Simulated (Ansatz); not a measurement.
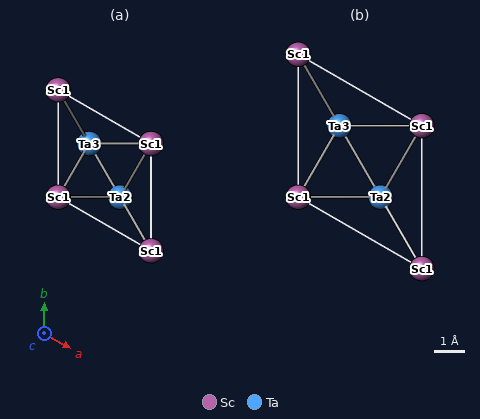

The structure of a crystal of ScTa2 (a generated structure, set up in P6/mmm) (coarse preliminary run) before (left) and after (right) a relaxation, at one scale.

A ball-and-stick model of the cell of the calculation, seen along the c axis.

All numbers below come from DFT PBE, scalar-relativistic, plane waves, PAW in Ansatz. (plane-wave cutoff 420 eV; k-point mesh 6 × 6 × 4; occupations gaussian; smearing width 0.1 eV; no spin polarisation; cell and atoms relaxed; force threshold 0.04 eV/Å; at most 70 steps)

Summarise the run.

The atoms keep their places relative to the cell (all moves are under 0.005 Å). The volume changes by +28.5 %, with a = b 3.627 → 4.829 Å (+33.1 %), c 4.077 → 2.955 Å (−27.5 %). Near-neighbour distances that change, for instance: Sc1–Sc1 4.077 → 2.955 Å, Ta2–Ta2 4.077 → 2.955 Å, Ta2–Ta3 2.094 → 2.788 Å, Sc1–Ta2 2.922 → 3.156 Å. The space group stays P6/mmm (No. 191). Over 12 accepted moves (14 points after the start) the energy falls by 2973 meV per atom. All forces vanish by symmetry, so only the cell relaxes. Pressure: 101.12 GPa at the start and −0.08 GPa at the end. At 2 points the geometry stayed and the basis and grid were re-selected for the new cell (energy shift of 66.0 meV per atom at most each time). The run took 15 s on 1 thread of Intel(R) Xeon(R) 6975P-C (Granite Rapids) (shared host), peak memory 0.41 GiB.

Limits of the set-up: the k-point mesh is coarse for a cell with partly filled bands.
